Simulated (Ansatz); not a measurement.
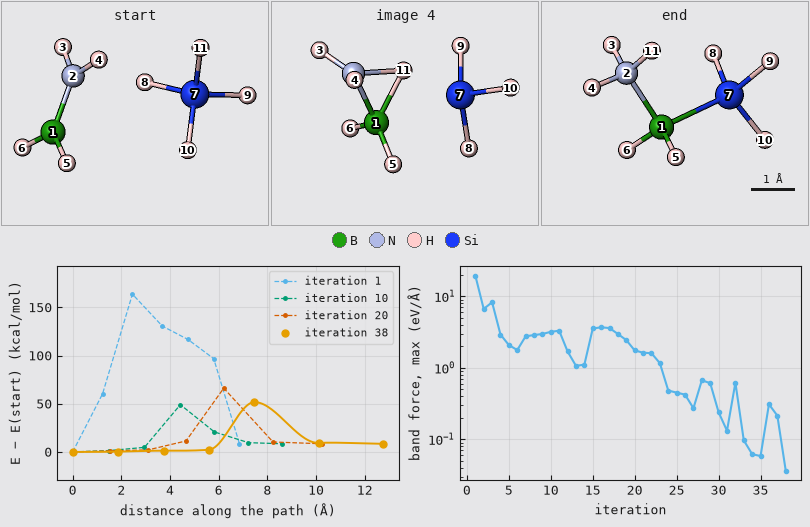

A search for the minimum-energy path of BSiNH8, made up at the start of BNH4 and SiH4 by the nudged elastic band. Images are numbered from 0 (start) to 6 (end). The plot follows the band through its iterations. Style: ball-and-stick. Shown at a tilt.

Level of theory: Ansatz, RKS B3LYP-D4/6-31G*. Settings: 5 movable images; climbing image; force threshold 0.05 eV/Å; iteration limit 60; spring constant 50.0 eV/Å²; starting path through a guess of the saddle point.

How did the profile develop, and is the result final?

Answer. The run is converged, with reservations. The band converged in 38 iterations. The largest component of the band force went from 20 to 0.036 eV/Å. The climbing image converged on the top of the path. Its curvatures weren't checked. The spring constant is far from the usual few eV/Å², which spoils the spacing or the steps. The first iteration put the highest image at 163.8 kcal/mol. Forward barrier 51.7 kcal/mol, backward barrier 43.2 kcal/mol, with image 4 at the top; the reaction energy is +8.5 kcal/mol.

Limits of the set-up: the start holds two separate molecules, 2.9 Å apart at their closest, whose relative position is a soft coordinate.

The run took 7.7 min on 1 thread of Arm Neoverse V1, with other jobs on the host, peak memory 0.13 GiB.
